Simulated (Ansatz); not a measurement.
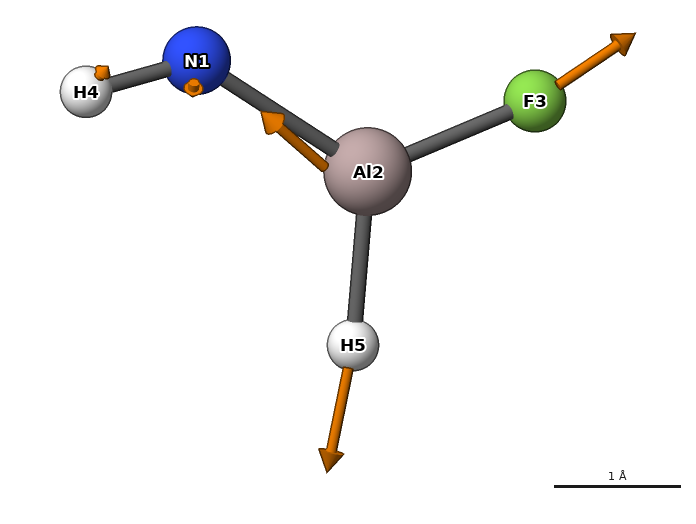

Arrows show the forces on the atoms, 0.3 Å of arrow for 1 eV/Å; forces under a tenth of the largest aren't drawn. The species is neutral and a spin doublet. Level of theory: r2SCANh-D4/def2-TZVPP (Ansatz 0.2.0).

### On which atom is the force largest, and how large is it?

On H5: 2.90 eV/Å.

### Which bond do the forces act along most?

Al2–H5, now 1.421 Å: the forces push its atoms apart, so a first step downhill lengthens it.

List the force components in the frame of the picture (x right, y up, z towards the viewer), in eV/Å.

```csv
atom,Fx,Fy,Fz
N1,−0.05,−0.41,−0.42
Al2,−1.72,1.51,1.29
F3,2.08,1.40,−0.67
H4,0.26,0.30,0.26
H5,−0.57,−2.80,−0.46
```
